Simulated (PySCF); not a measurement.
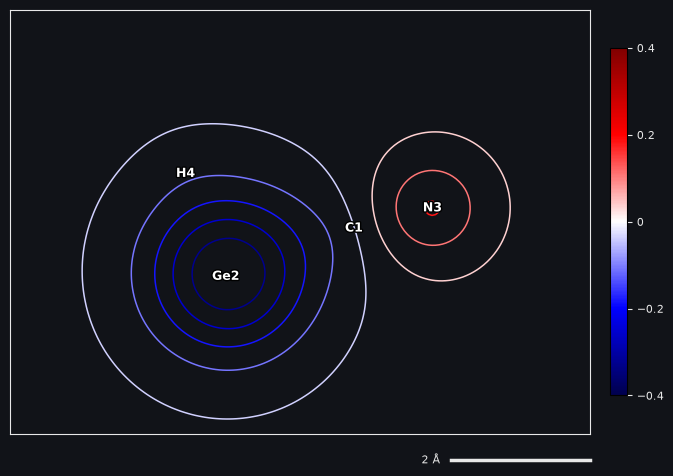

The picture shows: CHGeN (SMILES N#[C][GeH]). One frontier orbital on a plane 0.8 Å above the molecular plane (values in Å⁻³ᐟ²; the overall sign is arbitrary).

Geometry: PBE0-D4/def2-SVP.

Level of theory: Gaussian-basis quantum chemistry of an isolated molecule with PySCF, energy and nuclear gradient, functional PBE0 (PySCF 2.14.0).

```yaml
atoms:
  - { symbol: C, position_ang: [-3.4043, 1.6816, -1.4804] }
  - { symbol: Ge, position_ang: [-1.4836, 1.7100, -1.9070] }
  - { symbol: N, position_ang: [-4.5177, 1.5590, -1.1623] }
  - { symbol: H, position_ang: [-1.6701, 3.0374, -2.7654] }
```

Which orbital is it: HOMO or LUMO?

The LUMO, at −3.92 eV. It lies mainly on Ge2 (about 80 %) and N3 (about 10 %); it changes sign across the molecular plane (π type); π-antibonding (a node) across C1–N3.
